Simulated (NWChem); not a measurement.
## Exact exchange and the HOMO–LUMO gap of C2H3F3 (1,1,1-trifluoroethane)

The species is C2H3F3 (8 atoms), meant as a singlet with charge 0. SMILES: `CC(F)(F)F`. Geometry: relaxed at PBE0-D4/def2-TZVP.

The HOMO–LUMO gap y, in eV, basis cc-pVDZ; a is the functional's share of exact exchange. Programs: NWChem 7.3.0.

```
functional  program     a  y (eV)
       PBE   NWChem     0   10.04
      TPSS   NWChem     0   10.46
     B3LYP   NWChem   0.2       ?
      PBE0   NWChem  0.25   12.83
     BHLYP   NWChem   0.5   15.27
```

Task: Fit y = c + s·a to the known rows and predict B3LYP.

Result: 
1. Means of the 4 rows: a = 0.1875, y = 12.150.
2. Σ(Δa)² = 0.17188, Σ(Δa·Δy) = 1.73, so the slope is 1.73/0.17188 = 10.065.
3. Intercept: 12.150 − (10.065) × 0.1875 = 10.263. The largest residual of the fit is 0.22.
4. B3LYP: 10.263 + (10.065) × 0.2 = 12.28 eV.

The run gave 12.12 eV, so the prediction is off by +0.16 eV, within the scatter of the fit. Exact exchange lowers occupied levels and raises empty ones. The rows mix families of semi-local functionals, which the line can't see.

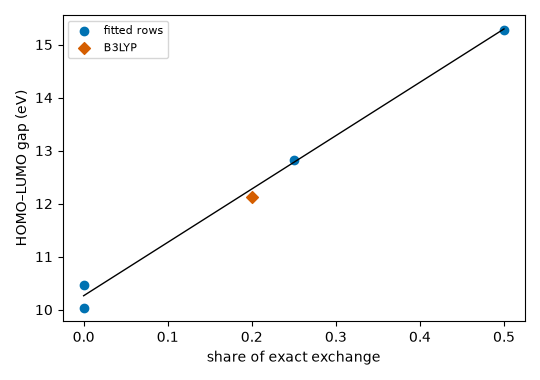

The fitted line, with the withheld row.
